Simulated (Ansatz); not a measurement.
# AlFH4SSi: single points with varied inputs

How do the results and run time of AlFH4SSi respond when the settings are drawn wide?

Method: the settings change from run to run; program: Ansatz 0.2.0, Gaussian basis.

### Step 1. The relaxed structure

The geometry comes from an earlier relaxation with PBE0-D4 in a triple-zeta def2 set; it is a stationary point, not always the lowest conformer.

SMILES `F[SiH2][S][AlH2]`, 8 atoms, charge 0, spin multiplicity 1.

Atoms are counted from 1 here; the program's logs count them from 0.

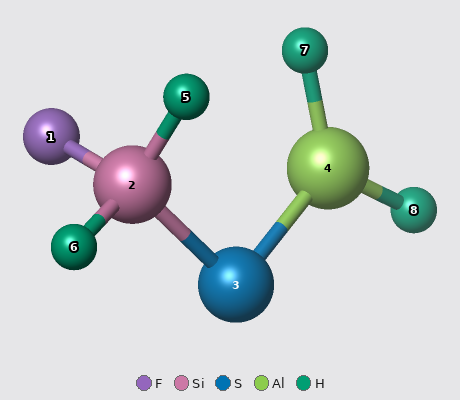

The geometry (fluorine purple, silicon pink, sulfur blue, aluminium green, hydrogen teal); atoms are numbered from 1 in the order of the file.

### Step 2. B3LYP5/cc-pVDZ

Options: unrestricted orbitals, atoms shaken by 0.15 Å, a point charge of -1.00 e beside it, relativity set to none.

Contents of in.yaml:

```yaml
crystal:
  periodic: [false, false, false]
  atoms:
    - {symbol: F, position_ang: [-1.405818, 1.470587, 0.532077]}
    - {symbol: Si, position_ang: [0.163027, 1.234318, -0.065129]}
    - {symbol: S, position_ang: [1.005055, -0.390678, 0.936132]}
    - {symbol: Al, position_ang: [0.011514, -1.611266, -0.375239]}
    - {symbol: H, position_ang: [0.308843, 1.504616, -1.210581]}
    - {symbol: H, position_ang: [0.647111, 2.317748, 1.088133]}
    - {symbol: H, position_ang: [-0.660097, -1.274946, -1.740824]}
    - {symbol: H, position_ang: [0.256962, -3.291606, 0.093007]}
basis:
  gaussian: {orbitals: cc-pVDZ, point_charges: [{charge: -1.00, position_ang: [5.843, -0.588, -0.010]}]}
magnetization: {spin_polarized: true, initial_magnetization: 0}
hamiltonian: {xc: {name: B3LYP5}, pseudopotentials: {relativity: none}}
output: {forces: true}
```

Command:

```
ansatz run in.yaml --threads 2 --pin off --events-out ev --progress --plain --max-ram 4352MiB
```

The log of the run:

```text
Functional definition: B3LYP5
  name "B3LYP5"
  cite "Stephens, Devlin, Chabalowski & Frisch, J. Phys. Chem. 98, 11623 (1994) doi:10.1021/j100096a001"
  cite "Becke, Phys. Rev. A 38, 3098 (1988) doi:10.1103/PhysRevA.38.3098"
  cite "Lee, Yang & Parr, Phys. Rev. B 37, 785 (1988) doi:10.1103/PhysRevB.37.785"
  cite "Vosko, Wilk & Nusair, Can. J. Phys. 58, 1200 (1980) doi:10.1139/p80-159"
  parameter a0 = 0.2
  parameter ax = 0.72
  parameter ac = 0.81
  exchange = (1 - a0 - ax)*slater_x + ax*b88_x + a0*exact_x
  correlation = (1 - ac)*vwn5_c + ac*lyp_c
855 factors; integrals over basis functions are off by at most 9.8e-4 eV
mean field evaluation 1: about -28085.5496 eV, gradient 2.4e1 eV
mean field evaluation 2: about -28082.7618 eV, gradient 4.0e1 eV
mean field evaluation 4: about -28087.8032 eV, gradient 1.1e0 eV
mean field evaluation 8: about -28087.9319 eV, gradient 1.1e-1 eV
mean field evaluation 16: about -28087.9320 eV, gradient 3.0e-5 eV
mean field -28087.93199151 eV, -1032.2124620039 hartree, gradient 3.0e-5 eV, S^2 0.000000; 0 other end points of the search recorded, 0 dependent functions left out
the calculation of the forces begins
reference -28087.93226159 eV, -1032.2124719291 hartree; 28, 28 occupied and 60, 60 virtual orbitals, 855 factors
Total energy: -28087.93226159 eV, -1032.2124719291 hartree
Atom 0 at    -1.405818     1.470587     0.532077 Å, force    -0.161591    -0.769243    -1.288187 eV/Å
Atom 1 at     0.163027     1.234318    -0.065129 Å, force    -1.245826     1.558523    14.027814 eV/Å
Atom 2 at     1.005055    -0.390678     0.936132 Å, force     1.235339     0.612541     1.127624 eV/Å
Atom 3 at     0.011514    -1.611266    -0.375239 Å, force    -0.186294    -4.530811    -0.704139 eV/Å
Atom 4 at     0.308843     1.504616    -1.210581 Å, force     1.069888     1.985655   -10.330147 eV/Å
Atom 5 at     0.647111     2.317748     1.088133 Å, force     0.175533    -0.662766    -2.014929 eV/Å
Atom 6 at    -0.660097    -1.274946    -1.740824 Å, force    -0.288301     0.419791    -0.237426 eV/Å
Atom 7 at     0.256962    -3.291606     0.093007 Å, force    -0.534381     1.375445    -0.550859 eV/Å
Dipole moment:     0.406171    -0.015631    -0.394106 e Å
```

It took 3.7 s on 2 threads of Arm Neoverse V1, shared host.

Largest force 14.169 eV/Å, dipole 2.72 D, ⟨S²⟩ 0.000.

### Step 3. HF/def2-mTZVPP

Options: unrestricted orbitals, atoms shaken by 0.03 Å, relativity set to scalar.

Contents of in.yaml:

```yaml
crystal:
  periodic: [false, false, false]
  atoms:
    - {symbol: F, position_ang: [-1.507131, 1.490040, 0.507588]}
    - {symbol: Si, position_ang: [0.078887, 1.370967, 0.343307]}
    - {symbol: S, position_ang: [0.811863, -0.439627, 1.243727]}
    - {symbol: Al, position_ang: [0.068181, -1.831922, -0.377159]}
    - {symbol: H, position_ang: [0.316383, 1.489730, -1.070737]}
    - {symbol: H, position_ang: [0.659214, 2.569184, 1.072490]}
    - {symbol: H, position_ang: [-0.658959, -1.234064, -1.597676]}
    - {symbol: H, position_ang: [0.282355, -3.359018, -0.091107]}
basis:
  gaussian: {orbitals: def2-mTZVPP}
magnetization: {spin_polarized: true, initial_magnetization: 0}
hamiltonian: {xc: {name: HF}, pseudopotentials: {relativity: scalar}}
```

The command is unchanged.

The log of the run:

```text
Functional definition: HF
  name "HF"
  cite "Fock, Z. Phys. 61, 126 (1930) doi:10.1007/BF01340294"
  parent pbe
  exchange = exact_x
  correlation = 0
1085 factors; integrals over basis functions are off by at most 1.8e-3 eV
mean field evaluation 1: about -28088.7156 eV, gradient 2.1e1 eV
mean field evaluation 2: about -28088.7388 eV, gradient 2.1e1 eV
mean field evaluation 4: about -28090.7644 eV, gradient 1.7e0 eV
mean field evaluation 8: about -28090.7948 eV, gradient 1.3e-1 eV
mean field -28090.79501312 eV, -1032.3176761075 hartree, gradient 2.4e-5 eV, S^2 0.000000; 0 other end points of the search recorded, 0 dependent functions left out
reference -28090.79501312 eV, -1032.3176761075 hartree; 28, 28 occupied and 92, 92 virtual orbitals, 1085 factors
Total energy: -28090.79501312 eV, -1032.3176761075 hartree
Relativity: scalar
```

Wall time 1.5 s (2 threads of Arm Neoverse V1, shared host).

⟨S²⟩ 0.000.

### Step 4. CAM-B3LYP/6-31G*

This run has atoms shaken by 0.03 Å, D3(BJ) dispersion.

Contents of in.yaml:

```yaml
crystal:
  periodic: [false, false, false]
  atoms:
    - {symbol: F, position_ang: [-1.521502, 1.494047, 0.519958]}
    - {symbol: Si, position_ang: [0.094484, 1.330195, 0.313645]}
    - {symbol: S, position_ang: [0.785635, -0.478661, 1.183675]}
    - {symbol: Al, position_ang: [0.013977, -1.782508, -0.383541]}
    - {symbol: H, position_ang: [0.326959, 1.444597, -1.100813]}
    - {symbol: H, position_ang: [0.655965, 2.468472, 1.069515]}
    - {symbol: H, position_ang: [-0.658135, -1.222566, -1.659838]}
    - {symbol: H, position_ang: [0.317255, -3.353235, -0.111669]}
basis:
  gaussian: {orbitals: "6-31G*"}
hamiltonian: {xc: {name: CAM-B3LYP}, dispersion: d3bj}
```

Same command.

The log of the run:

```text
Functional definition: CAM-B3LYP
  name "CAM-B3LYP"
  cite "Yanai, Tew & Handy, Chem. Phys. Lett. 393, 51 (2004) doi:10.1016/j.cplett.2004.06.011"
  cite "Iikura, Tsuneda, Yanai & Hirao, J. Chem. Phys. 115, 3540 (2001) doi:10.1063/1.1383587"
  cite "Becke, Phys. Rev. A 38, 3098 (1988) doi:10.1103/PhysRevA.38.3098"
  cite "Lee, Yang & Parr, Phys. Rev. B 37, 785 (1988) doi:10.1103/PhysRevB.37.785"
  cite "Vosko, Wilk & Nusair, Can. J. Phys. 58, 1200 (1980) doi:10.1139/p80-159"
  parameter alpha = 0.19
  parameter beta = 0.46
  parameter omega = 0.33/bohr
  parameter ac = 0.81
  # Exact exchange under (alpha + beta erf(omega r))/r, Becke's under what is left of 1/r.
  exchange = (1 - alpha - beta)*b88_x + beta*b88_x_sr(omega) + alpha*exact_x + beta*exact_x_lr(omega)
  correlation = (1 - ac)*vwn5_c + ac*lyp_c
751 factors; integrals over basis functions are off by at most 1.1e-3 eV
258 factors; integrals over basis functions are off by at most 7.8e-6 eV
mean field evaluation 1: about -28091.1627 eV, gradient 3.2e1 eV
mean field evaluation 2: about -28090.6949 eV, gradient 4.0e1 eV
mean field evaluation 4: about -28093.0430 eV, gradient 1.2e0 eV
mean field evaluation 8: about -28093.1761 eV, gradient 7.5e-2 eV
mean field evaluation 16: about -28093.1761 eV, gradient 8.6e-6 eV
mean field -28093.17614711 eV, -1032.4051811676 hartree, gradient 8.6e-6 eV, S^2 0.000000; 0 other end points of the search recorded, 0 dependent functions left out
reference -28093.17628439 eV, -1032.4051862126 hartree; 28, 28 occupied and 52, 52 virtual orbitals, 751 factors
Total energy: -28093.35327537 eV, -1032.4116905110 hartree
```

Wall time 1.7 s (2 threads of Arm Neoverse V1, shared host).

### Step 5. HSE06/def2-SVP

Options: atoms shaken by 0.08 Å, a grid of angular degree 11, high accuracy.

Contents of in.yaml:

```yaml
crystal:
  periodic: [false, false, false]
  atoms:
    - {symbol: F, position_ang: [-1.649638, 1.549845, 0.562084]}
    - {symbol: Si, position_ang: [0.089159, 1.242825, 0.219153]}
    - {symbol: S, position_ang: [0.870048, -0.287544, 1.064489]}
    - {symbol: Al, position_ang: [0.256870, -1.899674, -0.310961]}
    - {symbol: H, position_ang: [0.416506, 1.528128, -1.172452]}
    - {symbol: H, position_ang: [0.727317, 2.531478, 1.171671]}
    - {symbol: H, position_ang: [-0.405709, -1.244983, -1.502869]}
    - {symbol: H, position_ang: [0.362562, -3.383519, -0.116243]}
basis:
  gaussian: {orbitals: def2-SVP, final_grid: {core_spheres: 5, valence_spheres: 4, degree: 11}}
hamiltonian: {xc: {name: HSE06}}
accuracy: high
output: {forces: true}
```

The command is unchanged.

The log of the run:

```text
Functional definition: HSE06
  name "HSE06"
  cite "Heyd, Scuseria & Ernzerhof, J. Chem. Phys. 118, 8207 (2003) doi:10.1063/1.1564060"
  cite "Krukau, Vydrov, Izmaylov & Scuseria, J. Chem. Phys. 125, 224106 (2006) doi:10.1063/1.2404663"
  cite "Heyd & Scuseria, J. Chem. Phys. 120, 7274 (2004) doi:10.1063/1.1668634"
  cite "Ernzerhof & Perdew, J. Chem. Phys. 109, 3313 (1998) doi:10.1063/1.476928"
  cite "Perdew, Burke & Ernzerhof, Phys. Rev. Lett. 77, 3865 (1996) doi:10.1103/PhysRevLett.77.3865"
  parent pbe
  parameter a = 0.25
  parameter omega = 0.11/bohr
  # The whole range is PBE's own exchange, as in plane waves. The composition of these papers is wPBEh.
  exchange = pbe_x - a*pbe_x_sr(omega) + a*exact_x_sr(omega)
  correlation = pbe_c
1799 factors; integrals over basis functions are off by at most 7.2e-9 eV
105 factors; integrals over basis functions are off by at most 1.2e-9 eV
mean field evaluation 1: about -28067.4720 eV, gradient 3.2e1 eV
mean field evaluation 2: about -28064.0687 eV, gradient 5.8e1 eV
mean field evaluation 4: about -28069.4794 eV, gradient 1.9e0 eV
mean field evaluation 8: about -28069.6696 eV, gradient 3.5e-1 eV
mean field evaluation 16: about -28069.6700 eV, gradient 2.1e-5 eV
mean field -28069.67002474 eV, -1031.5413471037 hartree, gradient 6.4e-8 eV, S^2 0.000000; 0 other end points of the search recorded, 0 dependent functions left out
the calculation of the forces begins
reference -28069.67002932 eV, -1031.5413472717 hartree; 28, 28 occupied and 60, 60 virtual orbitals, 1799 factors
Total energy: -28069.67002932 eV, -1031.5413472717 hartree
Atom 0 at    -1.649638     1.549845     0.562084 Å, force     3.287426    -0.986154    -1.050457 eV/Å
Atom 1 at     0.089159     1.242825     0.219153 Å, force    -4.044032     7.428734     1.182347 eV/Å
Atom 2 at     0.870048    -0.287544     1.064489 Å, force     2.004915    -4.419888     2.401197 eV/Å
Atom 3 at     0.256870    -1.899674    -0.310961 Å, force     0.025578     0.822285     0.270433 eV/Å
Atom 4 at     0.416506     1.528128    -1.172452 Å, force    -0.253867    -0.133249    -0.585117 eV/Å
Atom 5 at     0.727317     2.531478     1.171671 Å, force    -0.803190    -1.850273    -1.574339 eV/Å
Atom 6 at    -0.405709    -1.244983    -1.502869 Å, force    -0.501167     0.334131    -1.028101 eV/Å
Atom 7 at     0.362562    -3.383519    -0.116243 Å, force     0.284337    -1.195586     0.384038 eV/Å
Dipole moment:     0.383387    -0.654002    -0.321694 e Å
```

Wall time 2.5 s (2 threads of Arm Neoverse V1, shared host).

Largest force 8.540 eV/Å, dipole 3.96 D.

### Step 6. B97M-V/6-31G

This run has atoms shaken by 0.15 Å.

Contents of in.yaml:

```yaml
crystal:
  periodic: [false, false, false]
  atoms:
    - {symbol: F, position_ang: [-1.559716, 1.400417, 0.430187]}
    - {symbol: Si, position_ang: [0.149880, 1.281070, 0.536388]}
    - {symbol: S, position_ang: [0.738191, -0.631594, 1.074494]}
    - {symbol: Al, position_ang: [0.108741, -1.950047, -0.492131]}
    - {symbol: H, position_ang: [0.351690, 1.470568, -1.220347]}
    - {symbol: H, position_ang: [0.649864, 2.424922, 1.078219]}
    - {symbol: H, position_ang: [-0.611556, -1.279663, -1.515348]}
    - {symbol: H, position_ang: [0.185825, -3.442061, -0.024775]}
basis:
  gaussian: {orbitals: 6-31G}
hamiltonian: {xc: {name: B97M-V}}
output: {forces: true}
```

The command is unchanged.

The log of the run:

```text
Functional definition: B97M-V
  name "B97M-V"
  cite "Mardirossian & Head-Gordon, J. Chem. Phys. 142, 074111 (2015) doi:10.1063/1.4907719"
  cite "Becke, J. Chem. Phys. 107, 8554 (1997) doi:10.1063/1.475007"
  cite "Vydrov & Van Voorhis, J. Chem. Phys. 133, 244103 (2010) doi:10.1063/1.3521275"
  # Of w^i u^j: cxij and so on, Table III.
  parameter cx00 = 1.000
  parameter cx01 = 1.308
  parameter cx02 = 1.901
  parameter cx10 = 0.416
  parameter cx11 = 3.070
  parameter css00 = 1.000
  parameter css02 = -1.855
  parameter css10 = -5.668
  parameter css32 = -20.497
  parameter css42 = -20.364
  parameter cos00 = 1.000
  parameter cos01 = 1.573
  parameter cos03 = -6.298
  parameter cos10 = 2.535
  parameter cos32 = -6.427
  parameter b = 6.0
  parameter c = 0.01
  gx(w, u) = cx00 + cx01*u + cx02*u^2 + (cx10 + cx11*u)*w
  gss(w, u) = css00 + css02*u^2 + css10*w + (css32*w^3 + css42*w^4)*u^2
  gos(w, u) = cos00 + cos01*u + cos03*u^3 + cos10*w + cos32*w^3*u^2
  exchange = spin_sum(e_x_unif_s*gx(b97_w, b97_u_x))
  correlation = spin_sum(e_c_pw_mod_same_spin*gss(b97_w, b97_u_same))
      + integral(e_c_pw_mod_opposite_spin*gos(b97_w_opposite, b97_u_opposite)) + vv10(b, c)
622 factors; integrals over basis functions are off by at most 1.6e-4 eV
mean field evaluation 1: about -28079.5028 eV, gradient 3.5e1 eV
mean field evaluation 2: about -28073.0143 eV, gradient 7.1e1 eV
mean field evaluation 4: about -28082.0584 eV, gradient 3.2e0 eV
mean field evaluation 8: about -28082.0808 eV, gradient 2.1e-1 eV
mean field evaluation 16: about -28082.0809 eV, gradient 2.1e-5 eV
mean field -28082.08094269 eV, -1031.9974399257 hartree, gradient 2.1e-5 eV, S^2 0.000000; 0 other end points of the search recorded, 0 dependent functions left out
the calculation of the forces begins
reference -28082.08101138 eV, -1031.9974424500 hartree; 28, 28 occupied and 28, 28 virtual orbitals, 622 factors
Total energy: -28082.08101138 eV, -1031.9974424500 hartree
Atom 0 at    -1.559716     1.400417     0.430187 Å, force     0.211035    -0.053020     0.729604 eV/Å
Atom 1 at     0.149880     1.281070     0.536388 Å, force    -2.323238    -0.083055    -5.861438 eV/Å
Atom 2 at     0.738191    -0.631594     1.074494 Å, force     1.461808    -0.502418     2.358669 eV/Å
Atom 3 at     0.108741    -1.950047    -0.492131 Å, force     0.399570    -2.234889     1.230759 eV/Å
Atom 4 at     0.351690     1.470568    -1.220347 Å, force     0.189992    -0.312592     2.389941 eV/Å
Atom 5 at     0.649864     2.424922     1.078219 Å, force     1.231253     2.171713     1.821984 eV/Å
Atom 6 at    -0.611556    -1.279663    -1.515348 Å, force    -1.380561     1.280349    -2.526054 eV/Å
Atom 7 at     0.185825    -3.442061    -0.024775 Å, force     0.210142    -0.266088    -0.143464 eV/Å
Dipole moment:     0.383029    -0.197726    -0.192262 e Å
```

Run time: 6 s. Hardware: 2 threads of Arm Neoverse V1, shared host.

Largest force 6.306 eV/Å, dipole 2.27 D.

### Step 7. B3LYP/aug-cc-pVDZ

Set apart from the defaults: atoms shaken by 0.03 Å, D3(BJ) with three-body dispersion, the search for lower states set to light.

Contents of in.yaml:

```yaml
crystal:
  periodic: [false, false, false]
  atoms:
    - {symbol: F, position_ang: [-1.480255, 1.442541, 0.551358]}
    - {symbol: Si, position_ang: [0.056358, 1.400283, 0.313247]}
    - {symbol: S, position_ang: [0.779856, -0.433537, 1.196213]}
    - {symbol: Al, position_ang: [0.084141, -1.775722, -0.374185]}
    - {symbol: H, position_ang: [0.370495, 1.458233, -1.099976]}
    - {symbol: H, position_ang: [0.642240, 2.476327, 1.027044]}
    - {symbol: H, position_ang: [-0.677584, -1.208980, -1.604112]}
    - {symbol: H, position_ang: [0.330750, -3.374315, -0.078578]}
basis:
  gaussian: {orbitals: aug-cc-pVDZ}
hamiltonian: {xc: {name: B3LYP}, dispersion: d3bjatm}
scf: {lower_state_search: light}
output: {forces: true}
```

The command is unchanged.

The log of the run:

```text
Functional definition: B3LYP
  name "B3LYP"
  cite "Stephens, Devlin, Chabalowski & Frisch, J. Phys. Chem. 98, 11623 (1994) doi:10.1021/j100096a001"
  cite "Becke, Phys. Rev. A 38, 3098 (1988) doi:10.1103/PhysRevA.38.3098"
  cite "Lee, Yang & Parr, Phys. Rev. B 37, 785 (1988) doi:10.1103/PhysRevB.37.785"
  cite "Vosko, Wilk & Nusair, Can. J. Phys. 58, 1200 (1980) doi:10.1139/p80-159"
  parameter a0 = 0.2
  parameter ax = 0.72
  parameter ac = 0.81
  exchange = (1 - a0 - ax)*slater_x + ax*b88_x + a0*exact_x
  correlation = (1 - ac)*vwn_rpa_c + ac*lyp_c
1374 factors; integrals over basis functions are off by at most 7.0e-4 eV
mean field evaluation 1: about -28094.0494 eV, gradient 3.6e1 eV
mean field evaluation 2: about -28092.1385 eV, gradient 5.3e1 eV
mean field evaluation 4: about -28096.6043 eV, gradient 1.7e0 eV
mean field evaluation 8: about -28096.6476 eV, gradient 1.5e-1 eV
mean field evaluation 16: about -28096.6476 eV, gradient 8.4e-6 eV
mean field -28096.64764308 eV, -1032.5327562914 hartree, gradient 8.3e-6 eV, S^2 0.000000; 0 other end points of the search recorded, 0 dependent functions left out
the calculation of the forces begins
reference -28096.64797914 eV, -1032.5327686415 hartree; 28, 28 occupied and 112, 112 virtual orbitals, 1374 factors
Total energy: -28097.01275643 eV, -1032.5461739595 hartree
Atom 0 at    -1.480255     1.442541     0.551358 Å, force    -3.596904     0.220558     0.312680 eV/Å
Atom 1 at     0.056358     1.400283     0.313247 Å, force     2.866601    -1.169285    -0.186309 eV/Å
Atom 2 at     0.779856    -0.433537     1.196213 Å, force     0.261289     0.280419     0.189330 eV/Å
Atom 3 at     0.084141    -1.775722    -0.374185 Å, force     0.051244    -1.372353     0.250564 eV/Å
Atom 4 at     0.370495     1.458233    -1.099976 Å, force     0.006988     0.021825    -0.751433 eV/Å
Atom 5 at     0.642240     2.476327     1.027044 Å, force     0.608798     1.111104     0.705508 eV/Å
Atom 6 at    -0.677584    -1.208980    -1.604112 Å, force    -0.116323     0.176112    -0.318107 eV/Å
Atom 7 at     0.330750    -3.374315    -0.078578 Å, force    -0.081695     0.731620    -0.202232 eV/Å
Dipole moment:     0.133397     0.074356    -0.250118 e Å
```

Run time: 5.5 s. Hardware: 2 threads of Arm Neoverse V1, shared host.

Largest force 3.617 eV/Å, dipole 1.41 D.

### Step 8. PBE-QIDH/def2-TZVP

Set apart from the defaults: density fitting with def2-universal-jkfit.

Contents of in.yaml:

```yaml
crystal:
  periodic: [false, false, false]
  atoms:
    - {symbol: F, position_ang: [-1.519143, 1.460403, 0.516909]}
    - {symbol: Si, position_ang: [0.067555, 1.368595, 0.339530]}
    - {symbol: S, position_ang: [0.802170, -0.434327, 1.171196]}
    - {symbol: Al, position_ang: [0.064160, -1.821115, -0.354115]}
    - {symbol: H, position_ang: [0.344257, 1.462489, -1.110879]}
    - {symbol: H, position_ang: [0.672265, 2.487472, 1.094350]}
    - {symbol: H, position_ang: [-0.654767, -1.226283, -1.628059]}
    - {symbol: H, position_ang: [0.315603, -3.354435, -0.084732]}
basis:
  gaussian: {orbitals: def2-TZVP, fitting: {mean_field: def2-universal-jkfit}}
hamiltonian: {xc: {name: PBE-QIDH}}
```

The command is unchanged.

The log of the run:

```text
Functional definition: PBE-QIDH
  name "PBE-QIDH"
  cite "Brémond, Sancho-García, Pérez-Jiménez & Adamo, J. Chem. Phys. 141, 031101 (2014) doi:10.1063/1.4890314"
  cite "Perdew, Burke & Ernzerhof, Phys. Rev. Lett. 77, 3865 (1996) doi:10.1103/PhysRevLett.77.3865"
  parameter a = 3^(-1/3)
  parameter c = 1/3
  exchange = (1 - a)*pbe_x + a*exact_x
  correlation = (1 - c)*pbe_c + c*(mp2_os + mp2_ss)
533 factors; integrals over basis functions are off by at most 1.6e0 eV
mean field evaluation 1: about -28069.1242 eV, gradient 2.9e1 eV
mean field evaluation 2: about -28069.1245 eV, gradient 2.9e1 eV
mean field evaluation 4: about -28070.7079 eV, gradient 2.0e0 eV
mean field evaluation 8: about -28070.7223 eV, gradient 3.5e-2 eV
mean field evaluation 16: about -28070.7223 eV, gradient 3.4e-6 eV
mean field -28070.72230878 eV, -1031.5800178286 hartree, gradient 3.4e-6 eV, S^2 0.000000; 0 other end points of the search recorded, 0 dependent functions left out
16 core orbitals not correlated: weight in the atoms' cores, before any rotation towards them, 1.000 or more for the frozen orbitals, at most 0.000 for the correlated occupied ones
reference -28070.72232281 eV, -1031.5800183443 hartree; 12, 12 occupied and 138, 138 virtual orbitals, 533 factors
second order -18.69984503 eV of doubles, -0.00000000 eV of singles
Total energy: -28076.95560449 eV, -1031.8090872208 hartree
```

Run time: 3.4 s. Hardware: 2 threads of Arm Neoverse V1, shared host.

[end of part 1 of 2]
